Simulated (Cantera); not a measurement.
A closed system holds: 1 mol SiO₂, 1.3 mol CH₄, 0.8 mol N₂, at 2327 °C.

Cantera equilibrium calculation (NASA polynomials, part measured and part estimated; ideal gas, pure solids and liquids). Candidate condensed phases: C, C₆H₆, C₇H₈, C₈H₁₈, H₂O, Si, SiC, SiO₂, Si₂N₂O, Si₃N₄; 151 gas species. The tables' values for SiN are old estimates; treat these amounts as uncertain. Gases not in the tables: Si₂H₆ and higher silanes. The numbers say what is thermodynamically allowed, not how fast it happens.

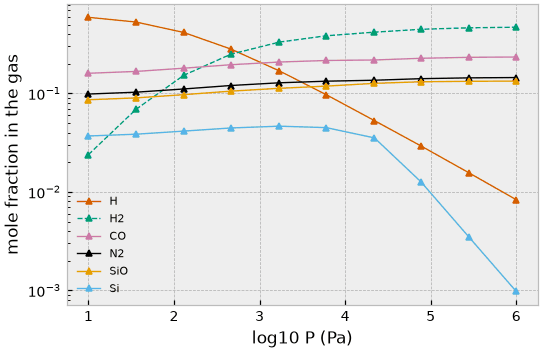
Equilibrium gas composition (values under 1e-9 drawn at 1e-9)

From 10.0 Pa to 0.220 bar nothing is condensed. From 0.770 bar to 10.0 bar the condensed part is Si(l). The main Si-bearing gas is SiO throughout.
